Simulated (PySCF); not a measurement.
SMILES N#CCCc1cccs1 (C₇H₇NS) at its GFN2-xTB optimised geometry (Å):

```
16

N     -0.2130    -2.5035     3.1339
C     -1.0605    -2.2775     2.4014
C     -2.1127    -1.9976     1.4579
C     -1.5343    -1.8006     0.0428
C     -0.6059    -0.6350     0.0000
C      0.7528    -0.6350     0.0000
C      1.3080     0.6658     0.0000
C      0.3631     1.6365     0.0064
S     -1.2282     0.9863     0.0100
H     -2.6353    -1.0907     1.7757
H     -2.8191    -2.8321     1.4653
H     -2.3649    -1.6455    -0.6497
H     -0.9927    -2.7004    -0.2578
H      1.3429    -1.5340     0.0026
H      2.3649     0.8626    -0.0029
H      0.4922     2.7004     0.0098
```

Computed with CAM-B3LYP/def2-TZVP (PySCF 2.14.0).

Map of the log10 of the electron density (e/bohr³), floored at −4 on the plane z = 1.0 Å:

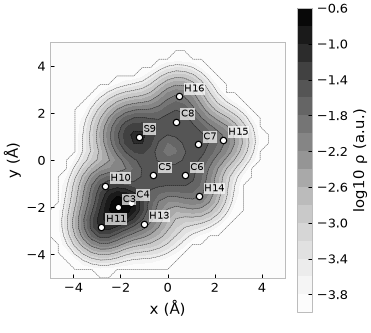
Figure: Log10 of the electron density (e/bohr³), floored at −4 on the plane z = 1.0 Å.
